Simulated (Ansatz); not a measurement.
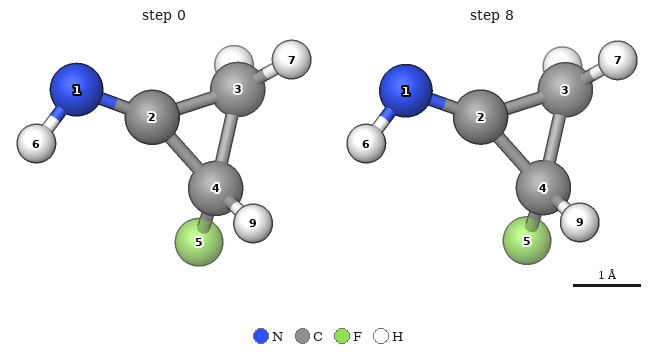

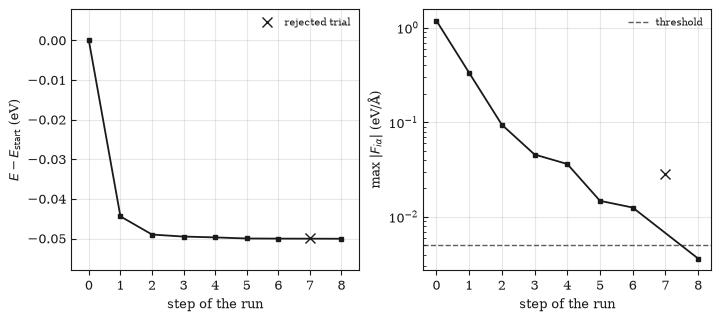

First and last geometry of a relaxation of C3H4FN, with the history of the run. The picture is a ball-and-stick view, seen at a tilt.

The start comes from PBE-D4/def2-SVP.

Method: RKS PBE0-D4/def2-TZVP in Ansatz. Settings: force threshold 0.005 eV/Å; at most 150 steps.

### Read the history and describe the run.

It converged. The largest move after the best rigid fit is that of an H atom, 0.031 Å. Largest moves by element: H 0.031 Å, N 0.026 Å, F 0.025 Å, C 0.014 Å. Near-neighbour distances that change, for instance: C–H 1.107 → 1.086 Å, C–N 1.270 → 1.252 Å, H–N 1.039 → 1.022 Å, C–C 1.480 → 1.464 Å. The energy falls by 0.050 eV in 7 accepted moves (8 points after the start). Largest force component: 1.2 eV/Å at the start, 0.0036 eV/Å at the end. The line search rejected the trial step at point 7 of the run.

```json
{"step": "0", "E − E(0), eV": "0.0000", "largest force component, eV/Å": "1.1925", "note": ""}
{"step": "1", "E − E(0), eV": "-0.0444", "largest force component, eV/Å": "0.3352", "note": ""}
{"step": "2", "E − E(0), eV": "-0.0490", "largest force component, eV/Å": "0.0945", "note": ""}
{"step": "3", "E − E(0), eV": "-0.0495", "largest force component, eV/Å": "0.0457", "note": ""}
{"step": "4", "E − E(0), eV": "-0.0497", "largest force component, eV/Å": "0.0363", "note": ""}
{"step": "5", "E − E(0), eV": "-0.0500", "largest force component, eV/Å": "0.0148", "note": ""}
{"step": "6", "E − E(0), eV": "-0.0500", "largest force component, eV/Å": "0.0126", "note": ""}
{"step": "7", "E − E(0), eV": "-0.0500", "largest force component, eV/Å": "0.0283", "note": "rejected"}
{"step": "8", "E − E(0), eV": "-0.0500", "largest force component, eV/Å": "0.0036", "note": ""}
```
